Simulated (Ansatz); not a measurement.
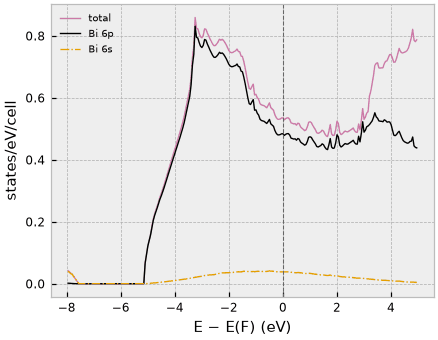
Figure: Total and projected density of states of Bi (simple cubic, Pm-3m), the program Ansatz at the r²SCAN level (PAW)

Task: Which orbitals carry the states next to the Fermi level?

Result: Within 0.5 eV of the Fermi level: Bi 6p 91 %, Bi 6s 7 %. Projections are on Löwdin-orthogonalised atomic valence shells; empty p or d shells of many metals are not among them.

Task: Where is the tallest occupied peak in this window, and what makes it?

Result: Near -3.2 eV, about 0.86 states/eV per cell; the largest projected share is Bi 6p.

The start of the workflow was typed in or built on a structure type; neither database checked (COD, Materials Project) lists it. It is not the phase usual at ambient conditions (space group No. 166). The r²SCAN relaxation kept the symmetry of its start; its stability against distortions is not shown here. Scalar-relativistic: spin–orbit coupling is off unless named, which matters more the heavier the elements.

Potentials: the earlier of the program's two PAW sets.
